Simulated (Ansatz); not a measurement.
# Ta wire along [111], 10 atoms a period: bands along the axis

Aim: is the Ta wire along [111], 10 atoms a period a metal or a semiconductor?

Calculated with Ansatz 0.2.0; DFT PBE, plane waves, PAW; relaxation of a wire's period; PAW set soft_1, in the first sound run; inputs show where later runs differ.

## Step 1: Set-up

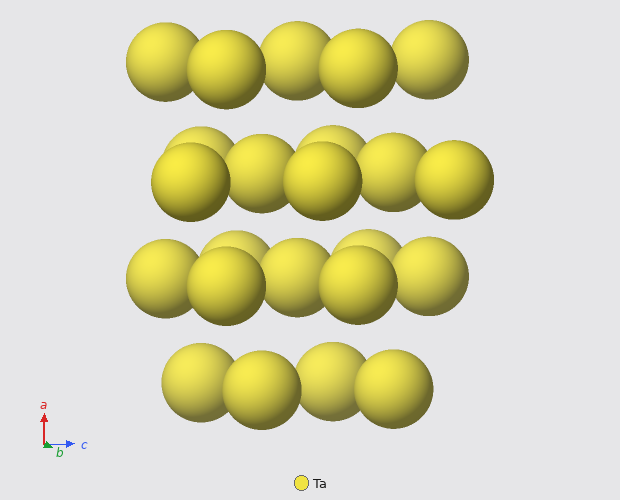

The cell as given, from the side, with the c axis across the page (tantalum yellow). 1×1×2 cells are drawn. Some periodic images of atoms are drawn too.

The cell holds 10 atoms: 10 Ta. Cell: a = 13.843 Å, b = 13.577 Å, c = 2.875 Å, α = 90.0°, β = 90.0°, γ = 90.0°. Vacuum lies along a and b. The structure's axis is c.

## Step 2: Relaxation of atoms and period

Band widths follow the bond lengths, so the wire is relaxed first. The atoms and the third cell vector are free; the box across stays fixed as vacuum. A Fermi-Dirac smearing is set since the result may be a metal. The pressure printed is a third of the stress's trace over the whole box, vacuum included; only the stress along the axis is relaxed.

Contents of input.yaml:

```yaml
crystal:
  lattice:
    - [13.843, 0.0, 0.0]
    - [0.0, 13.577, 0.0]
    - [0.0, 0.0, 2.8752043406]
  atoms:
    - { symbol: Ta, position: [0.415198621, 0.450082393, 0.0] }
    - { symbol: Ta, position: [0.584785742, 0.749570717, 0.0] }
    - { symbol: Ta, position: [0.2456115, 0.350252952, 0.333333333] }
    - { symbol: Ta, position: [0.415198621, 0.649741275, 0.333333333] }
    - { symbol: Ta, position: [0.584785742, 0.350252952, 0.333333333] }
    - { symbol: Ta, position: [0.754372863, 0.649741275, 0.333333333] }
    - { symbol: Ta, position: [0.2456115, 0.549911834, 0.666666667] }
    - { symbol: Ta, position: [0.415198621, 0.25042351, 0.666666667] }
    - { symbol: Ta, position: [0.584785742, 0.549911834, 0.666666667] }
    - { symbol: Ta, position: [0.754372863, 0.450082393, 0.0] }
kpoints:
  mp_grid: { grid: [1, 1, 28] }
scf:
  occupations: { method: fermi_dirac, width: 0.05 }
hamiltonian:
  xc: pbe
  pseudopotentials: { kind: paw, azcp: { folder: soft_1 } }
relax:
  cell: { fix: [a, b, alpha, beta, gamma] }
  max_steps: 45
  f_tol: 0.03
```

On the command line:

```
$ ansatz run input.yaml --threads 4 --pin off --max-ram 16384MiB --backend cpu --events-out ev --progress --plain --runs-dir out
```

Numbers of over 12 decimals in the logs are rounded to 6 here.

What it wrote:

```text
Engine: ansatz 0.2.0, aarch64-unknown-linux-gnu
Pseudopotentials: kind: paw
Pseudopotential: Ta, paw, valence charge 13, recommended cutoff 420 eV (normal), soft_1/Ta.paw.azcp
Functional definition: PBE
  parameter kappa = 0.804
  parameter beta = 0.066725
  exchange = pbe_x(kappa = kappa, mu = beta*pi^2/3)
  correlation = pbe_c(beta = beta)
Crystal: 10 atoms, lattice volume = 540.384 Å³
Basis set: ecut = 420 eV, 10571 PW (Γ), exchange–correlation on 192×192×40 points (8 copies of the dense FFT grid, shifted against one another)
Bands: 78, of which v1, the nominal top of the filled ones, is band 65 counted from 1 (64 counted from 0)
Symmetry: 2 space group operations
Space group: P-1 (ITA 2), of the structure as read, at distance tolerance 8.1e-5 Å
k-points: 15 of 28
Non-local potential: Ta, projectors of the file, l = 0: 3, l = 1: 2, l = 2: 2, l = 3: 1
PAW form: soft (Blöchl's): semilocal exchange-correlation on the pseudo side does not see the compensation charge
PAW one-centre angular grid: Ta, 590 points (default); XC on 64 Gauss nodes
Initial density: superposition of atomic densities (neutral atoms: chi_scale 0, normalization atom)
Initial wavefunctions: pseudopotential atomic-orbital guess
Functional: x = pbe(κ = 0.804, μ = 0.219515), c = pbe(β = 0.066725)
SCF iter   1: F=—  HF=-99328.637575 eV  |F-HF|=—  |Δ(HF+E_count)|=         —  Δρ=4.32e-2  dr2=8.75e1  ethr=3.10e-3  ⟨swp⟩=10.5  Hψ=5561  notcnv=0
preconditioner: auto → LDOS  [metal: Δε(μ)=0.013 eV  Ē_g=3.821 eV  σ=0.050 eV  W_gap=0.06  n_scr=68 (ndim 8)  ℏωp=11.3 eV  f_vac=0.478  D(μ)=11.82/eV (n_scr^D=60)  β→1.0]
SCF iter   2: F=—  HF=-99324.860014 eV  |F-HF|=—  |Δ(HF+E_count)|=    3.78e0  Δρ=4.69e-2  dr2=1.33e2  ethr=3.10e-3  ⟨swp⟩=6.7  Hψ=3756  notcnv=0  defer=19
SCF iter   3: F=—  HF=-99318.517129 eV  |F-HF|=—  |Δ(HF+E_count)|=    6.34e0  Δρ=9.78e-3  dr2=5.11e0  ethr=3.10e-3  ⟨swp⟩=5.4  Hψ=3018  notcnv=0  defer=6
SCF iter   4: F=—  HF=-99318.143283 eV  |F-HF|=—  |Δ(HF+E_count)|=   3.74e-1  Δρ=2.89e-3  dr2=3.39e-1  ethr=3.10e-3  ⟨swp⟩=2.3  Hψ=1524  notcnv=0  defer=10
SCF iter   5: F=—  HF=-99318.124074 eV  |F-HF|=—  |Δ(HF+E_count)|=   1.92e-2  Δρ=1.57e-3  dr2=1.08e-1  ethr=2.61e-4  ⟨swp⟩=4.0  Hψ=1979  notcnv=0  defer=10
SCF iter   6: F=—  HF=-99318.118735 eV  |F-HF|=—  |Δ(HF+E_count)|=   5.34e-3  Δρ=6.02e-4  dr2=1.34e-2  ethr=8.34e-5  ⟨swp⟩=2.1  Hψ=1485  notcnv=0  defer=10
SCF iter   7: F=—  HF=-99318.118190 eV  |F-HF|=—  |Δ(HF+E_count)|=   5.45e-4  Δρ=1.54e-4  dr2=2.62e-4  ethr=1.03e-5  ⟨swp⟩=2.0  Hψ=1475  notcnv=0  defer=10
SCF iter   8: F=—  HF=-99318.118247 eV  |F-HF|=—  |Δ(HF+E_count)|=   5.63e-5  Δρ=5.37e-5  dr2=8.88e-5  ethr=2.02e-7  ⟨swp⟩=3.9  Hψ=2483  notcnv=0  defer=10
SCF iter   9: F=—  HF=-99318.118273 eV  |F-HF|=—  |Δ(HF+E_count)|=   2.62e-5  Δρ=1.80e-5  dr2=1.43e-5  ethr=6.83e-8  ⟨swp⟩=2.0  Hψ=1544  notcnv=0  defer=10
SCF iter  10: F=—  HF=-99318.118273 eV  |F-HF|=—  |Δ(HF+E_count)|=   4.61e-7  Δρ=6.03e-6  dr2=3.25e-7  ethr=1.10e-8  ⟨swp⟩=2.0  Hψ=1397  notcnv=0  defer=10
SCF iter  11: F=-99318.118273 eV  HF=-99318.118273 eV  |F-HF|=6.21e-9  |Δ(HF+E_count)|=   1.68e-7  Δρ=2.31e-6  dr2=5.17e-8  ethr=7.69e-11  ⟨swp⟩=6.1  Hψ=4557  notcnv=0
SCF 1 converged in 11 iterations: F = -99318.118273 eV  dr2 = 5.17e-8
  greatest PAW one-centre occupation: 0.999 electrons in one spin orbital (limit 2), on the Ta atom at site 8 (counted from 0), in its partial waves of l = 0
relax step   1: F+E_penalty+E_count = -99318.11827348 eV  Δ(F+E_penalty+E_count) = +0.000e0 eV  max|allowed force component| = 1.659e0 eV/Å  Δτ_max = 0.0000 Å  P = -5.784 GPa  Ω = 540.384 Å³  fix = [a, b, alpha, beta, gamma]  reactions: a -5.439, b -4.968 GPa; alpha -0.049, beta -0.056, gamma +0.402 GPa/rad  (11 SCF iters, dr2 threshold 1.00e-7 eV, accepted)
Crystal: 10 atoms, lattice volume = 519.080 Å³
Basis set: ecut = 420 eV, 10203 PW (Γ), exchange–correlation on 192×192×40 points (8 copies of the dense FFT grid, shifted against one another)
Initial density: handed on by an earlier stage of this run
Initial wavefunctions: those handed on with the density
SCF iter   1: F=—  HF=-99319.970097 eV  |F-HF|=—  |Δ(HF+E_count)|=         —  Δρ=1.62e-2  dr2=7.12e0  ethr=3.10e-3  ⟨swp⟩=10.9  Hψ=5409  notcnv=0
preconditioner: auto → LDOS  [metal: Δε(μ)=0.027 eV  Ē_g=3.529 eV  σ=0.050 eV  W_gap=0.13  n_scr=68 (ndim 8)  ℏωp=11.5 eV  f_vac=0.523  D(μ)=12.09/eV (n_scr^D=64)  β→1.0]
SCF iter   2: F=—  HF=-99319.740929 eV  |F-HF|=—  |Δ(HF+E_count)|=   2.29e-1  Δρ=1.23e-2  dr2=4.62e0  ethr=3.10e-3  ⟨swp⟩=3.5  Hψ=2069  notcnv=0  defer=18
SCF iter   3: F=—  HF=-99319.265458 eV  |F-HF|=—  |Δ(HF+E_count)|=   4.75e-1  Δρ=2.27e-3  dr2=1.24e-1  ethr=3.10e-3  ⟨swp⟩=2.4  Hψ=1715  notcnv=0  defer=18
SCF iter   4: F=—  HF=-99319.251187 eV  |F-HF|=—  |Δ(HF+E_count)|=   1.43e-2  Δρ=5.77e-4  dr2=2.85e-3  ethr=9.51e-5  ⟨swp⟩=2.6  Hψ=2279  notcnv=0  defer=19
SCF iter   5: F=—  HF=-99319.252604 eV  |F-HF|=—  |Δ(HF+E_count)|=   1.42e-3  Δρ=1.97e-4  dr2=7.74e-4  ethr=2.19e-6  ⟨swp⟩=2.3  Hψ=2034  notcnv=0  defer=19
SCF iter   6: F=—  HF=-99319.252723 eV  |F-HF|=—  |Δ(HF+E_count)|=   1.19e-4  Δρ=7.85e-5  dr2=1.02e-4  ethr=5.96e-7  ⟨swp⟩=2.0  Hψ=1572  notcnv=0  defer=19
SCF iter   7: F=—  HF=-99319.252738 eV  |F-HF|=—  |Δ(HF+E_count)|=   1.58e-5  Δρ=2.95e-5  dr2=2.17e-5  ethr=7.85e-8  ⟨swp⟩=2.4  Hψ=1666  notcnv=0  defer=19
SCF iter   8: F=—  HF=-99319.252741 eV  |F-HF|=—  |Δ(HF+E_count)|=   2.27e-6  Δρ=1.04e-5  dr2=1.56e-6  ethr=1.67e-8  ⟨swp⟩=2.0  Hψ=1543  notcnv=0  defer=19
SCF iter   9: F=-99319.252741 eV  HF=-99319.252741 eV  |F-HF|=5.96e-8  |Δ(HF+E_count)|=   1.07e-7  Δρ=3.47e-6  dr2=2.25e-7  ethr=7.69e-10  ⟨swp⟩=5.0  Hψ=4354  notcnv=0
SCF 2 converged in 9 iterations: F = -99319.252741 eV  dr2 = 2.25e-7
relax step   2: F+E_penalty+E_count = -99319.25274080 eV  Δ(F+E_penalty+E_count) = -1.134e0 eV  max|allowed force component| = 1.361e0 eV/Å  Δτ_max = 0.1949 Å  P = +1.374 GPa  Ω = 519.080 Å³  energy of the carried Pulay correction = +1.472e-3 eV  fix = [a, b, alpha, beta, gamma]  reactions: a +1.125, b +2.019 GPa; alpha -0.028, beta -0.011, gamma +0.741 GPa/rad  (9 SCF iters, dr2 threshold 1.00e-6 eV, accepted)
Crystal: 10 atoms, lattice volume = 521.640 Å³
Basis set: ecut = 420 eV, 10251 PW (Γ), exchange–correlation on 192×192×40 points (8 copies of the dense FFT grid, shifted against one another)
SCF iter   1: F=—  HF=-99319.671538 eV  |F-HF|=—  |Δ(HF+E_count)|=         —  Δρ=1.56e-2  dr2=7.54e0  ethr=3.10e-3  ⟨swp⟩=10.7  Hψ=4585  notcnv=0
[...]
SCF iter   8: F=—  HF=-99319.215494 eV  |F-HF|=—  |Δ(HF+E_count)|=   1.96e-6  Δρ=8.02e-6  dr2=1.24e-6  ethr=7.69e-10  ⟨swp⟩=5.9  Hψ=4560  notcnv=0
SCF iter   9: F=-99319.215494 eV  HF=-99319.215494 eV  |F-HF|=1.42e-8  |Δ(HF+E_count)|=   2.08e-7  Δρ=2.66e-6  dr2=5.87e-8  ethr=7.69e-10  ⟨swp⟩=4.7  Hψ=3472  notcnv=0
SCF 3 converged in 9 iterations: F = -99319.215494 eV  dr2 = 5.87e-8
relax step   3: F+E_penalty+E_count = -99319.21549378 eV  Δ(F+E_penalty+E_count) = +3.725e-2 eV  max|allowed force component| = 1.664e0 eV/Å  Δτ_max = 0.1943 Å  P = +0.144 GPa  Ω = 521.640 Å³  energy of the carried Pulay correction = +1.292e-3 eV  fix = [a, b, alpha, beta, gamma]  (9 SCF iters, dr2 threshold 1.00e-6 eV, rejected (line search))
[...]
relax step   4: F+E_penalty+E_count = -99319.46325467 eV  Δ(F+E_penalty+E_count) = -2.105e-1 eV  max|allowed force component| = 1.375e-1 eV/Å  Δτ_max = 0.0674 Å  P = -0.108 GPa  Ω = 519.688 Å³  energy of the carried Pulay correction = +1.429e-3 eV  fix = [a, b, alpha, beta, gamma]  reactions: a -0.021, b +0.053 GPa; alpha -0.038, beta -0.059, gamma +0.041 GPa/rad  (13 SCF iters, accepted)
[...]
relax step   5: F+E_penalty+E_count = -99319.46126473 eV  Δ(F+E_penalty+E_count) = +1.990e-3 eV  max|allowed force component| = 1.275e-1 eV/Å  Δτ_max = 0.0696 Å  P = +0.004 GPa  Ω = 518.175 Å³  energy of the carried Pulay correction = +1.536e-3 eV  fix = [a, b, alpha, beta, gamma]  (7 SCF iters, dr2 threshold 1.00e-6 eV, rejected (line search))
[...]
relax step   6: F+E_penalty+E_count = -99319.47033023 eV  Δ(F+E_penalty+E_count) = -7.076e-3 eV  max|allowed force component| = 4.535e-2 eV/Å  Δτ_max = 0.0348 Å  P = +0.010 GPa  Ω = 517.717 Å³  energy of the carried Pulay correction = +1.568e-3 eV  fix = [a, b, alpha, beta, gamma]  reactions: a +0.062, b +0.014 GPa; alpha -0.014, beta -0.020, gamma -0.048 GPa/rad  (12 SCF iters, accepted)
[...]
relax step   7: F+E_penalty+E_count = -99319.47020401 eV  Δ(F+E_penalty+E_count) = +1.262e-4 eV  max|allowed force component| = 4.230e-2 eV/Å  Δτ_max = 0.0256 Å  P = -0.024 GPa  Ω = 516.839 Å³  energy of the carried Pulay correction = +1.630e-3 eV  fix = [a, b, alpha, beta, gamma]  (7 SCF iters, dr2 threshold 1.29e-7 eV, rejected (line search))
[...]
relax step   8: F+E_penalty+E_count = -99319.47116661 eV  Δ(F+E_penalty+E_count) = -8.364e-4 eV  max|allowed force component| = 7.289e-3 eV/Å  Δτ_max = 0.0128 Å  P = -0.008 GPa  Ω = 517.205 Å³  energy of the carried Pulay correction = +1.604e-3 eV  fix = [a, b, alpha, beta, gamma]  reactions: a -0.010, b -0.010 GPa; alpha -0.002, beta +0.002, gamma -0.003 GPa/rad  (10 SCF iters, accepted)
Initial wavefunctions: pseudopotential atomic-orbital guess (no wavefunctions were taken with the density)
iter 1 solved again at ethr=6.31e-7 eV; its pass at ethr=3.10e-3 eV (dr2=8.20e-4 eV) is discarded
SCF iter   1: F=—  HF=-99319.469645 eV  |F-HF|=—  |Δ(HF+E_count)|=         —  Δρ=4.84e-5  dr2=1.44e-6  ethr=6.31e-7  ⟨swp⟩=4.3  Hψ=9026  notcnv=0
eigensolver tolerance schedule: the retry pair's looser diagonalisation over-reported the residual by 568.69 of it (diagonalisation noise at 0.13 of the residual, at the tolerance the schedule requests for it); recorded, not acted on — ethr = c·dr2/N_el stays at c = 1.0e-1
preconditioner: auto → LDOS  [metal: Δε(μ)=0.017 eV  Ē_g=3.279 eV  σ=0.050 eV  W_gap=0.09  n_scr=68 (ndim 8)  ℏωp=11.5 eV  f_vac=0.510  D(μ)=14.73/eV (n_scr^D=70)  β→1.0]
SCF iter   2: F=—  HF=-99319.469684 eV  |F-HF|=—  |Δ(HF+E_count)|=   3.93e-5  Δρ=3.90e-6  dr2=3.82e-8  ethr=1.11e-9  ⟨swp⟩=3.1  Hψ=2552  notcnv=0
SCF iter   3: F=—  HF=-99319.469684 eV  |F-HF|=—  |Δ(HF+E_count)|=   4.98e-9  Δρ=1.18e-6  dr2=8.48e-9  ethr=2.94e-11  ⟨swp⟩=2.7  Hψ=2244  notcnv=0
SCF iter   4: F=—  HF=-99319.469684 eV  |F-HF|=—  |Δ(HF+E_count)|=   2.85e-9  Δρ=1.96e-7  dr2=3.60e-10  ethr=6.52e-12  ⟨swp⟩=2.5  Hψ=2295  notcnv=0
SCF iter   5: F=-99319.469684 eV  HF=-99319.469684 eV  |F-HF|=1.60e-10  |Δ(HF+E_count)|=  4.37e-11  Δρ=7.85e-8  dr2=9.03e-11  ethr=1.00e-12  ⟨swp⟩=5.6  Hψ=4565  notcnv=0
SCF 9 converged in 5 iterations: F = -99319.469684 eV  dr2 = 9.03e-11
relax step   9: F+E_penalty+E_count = -99319.46968381 eV  Δ(F+E_penalty+E_count) = +1.483e-3 eV  max|allowed force component| = 7.285e-3 eV/Å  Δτ_max = 0.0000 Å  P = -0.007 GPa  Ω = 517.205 Å³  fix = [a, b, alpha, beta, gamma]  reactions: a -0.009, b -0.009 GPa; alpha -0.002, beta +0.002, gamma -0.003 GPa/rad  stress off target by 4.67e-3 GPa on what of the cell is left free  SCF on the basis re-selected at this cell (its energy is not comparable with the rows above)  (5 SCF iters)
basis re-selected at this cell: Δ(F+E_penalty+E_count) = +1.483e-3 eV, ΔP = +0.000 GPa vs the last step (what re-selecting the basis moved, of the pressure what is left beyond the Pulay correction that the steps carried, after the strain that the cell walked since its last selection, with what the two solves' SCF thresholds leave and, on support functions, any second-order correction that the steps lacked; it is no m [...]
SCF converged after 5 iterations
Free energy (F): -99319.469684 eV
Harris-Foulkes:  -99319.469684 eV  (|F-HF|=1.60e-10)
Internal energy: -99319.352365 eV  (E = F + TS)
E sigma→0 (E₀):  -99319.411024 eV
Entropy (-TS):   -0.117319 eV (-11.732 meV/atom)
Fermi energy:    4.108030 eV
--- Per-component energies (eV) ---
  E_band       = -2960.360756
  E_kinetic    = 3936.235052
  E_local      = -49974.644883  (includes V_loc(G=0)·N_el)
  E_nonlocal   = -108.568492
  E_hartree    = 23269.419009
  E_xc         = -3203.173266
  E_vxc        = -2323.638025  (∫ρ·V_xc dr)
  E_paw        = -83045.315032  (= ΣΔE_a)
  E_vpaw       = -1028.583332  (= ΣTr[D̂ρ^β])
  E_aug_tail   = 0.000936  (compensation charges beyond the density's cutoff)
  E_ewald      = 9806.694312
  E_smearing   = -0.117319  (= −TS)
  E_closure    = -0.000000  (closes the sum)
  Σ components = -99319.469684   (vs F -99319.469684, Δ=0.00e0)
--- Forces (eV/Å), atoms counted from 1 ---
  atom   1  Ta    -0.00728473    -0.00436670    -0.00180029
  atom   2  Ta     0.00330785     0.00559275     0.00001640
  atom   3  Ta    -0.00115315     0.00007961    -0.00182507
  atom   4  Ta    -0.00148231     0.00255652     0.00035022
  atom   5  Ta     0.00148231    -0.00255652    -0.00035022
  atom   6  Ta     0.00115315    -0.00007961     0.00182507
  atom   7  Ta    -0.00643432    -0.00122463    -0.00047560
  atom   8  Ta    -0.00330785    -0.00559275    -0.00001640
  atom   9  Ta     0.00728473     0.00436670     0.00180029
  atom  10  Ta     0.00643432     0.00122463     0.00047560
  max |Σ_I F_I| component: 4.34e-19 eV/Å
--- Stress (GPa, compression-positive) ---
       -0.008937       0.002997      -0.001985
        0.002997      -0.008747       0.002464
       -0.001985       0.002464      -0.004667
  P = ⅓ Tr σ = -0.0075 GPa (-0.075 kbar)
--- Relaxed structure (8 steps of the walk, 5 accepted, 1 SCFs on fresh bases) ---
  F+E_penalty+E_count = -99319.46968381 eV   max|allowed force component| = 7.285e-3 eV/Å   (the final SCF, on the basis selected at the relaxed cell)
  cell:  # Å, volume = 517.2052 Å³
    - [13.843, 0, 0]
    - [0, 13.577, 0]
    - [0, 0, 2.751876]
  atoms:
    - { symbol: Ta, position: [0.418465, 0.451955, 0.00317905] }
    - { symbol: Ta, position: [0.583659, 0.739414, -0.010841] }
    - { symbol: Ta, position: [0.257818, 0.357220, 0.306070] }
    - { symbol: Ta, position: [0.414294, 0.651288, 0.333764] }
    - { symbol: Ta, position: [0.585706, 0.348712, 0.332903] }
    - { symbol: Ta, position: [0.742182, 0.642780, 0.360597] }
    - { symbol: Ta, position: [0.254805, 0.545880, 0.678919] }
    - { symbol: Ta, position: [0.416341, 0.260586, 0.677508] }
    - { symbol: Ta, position: [0.581535, 0.548045, 0.663488] }
    - { symbol: Ta, position: [0.745195, 0.454120, -0.012253] }
```

Elapsed: 93 s, on 4 threads of Arm Neoverse V2, shared host; peak memory 1.4 GiB.

(Continued in part 2 of 2.)

[Logs are printed without paths, hosts, clocks, repeated set-up lines and the standing remarks that a program may print on its own settings, such as how far it seeks lower states.]

[Hosts, paths, dates, database ids (printed as entryN), source tags and the programs' standing remarks are cut or masked in the printed files.]
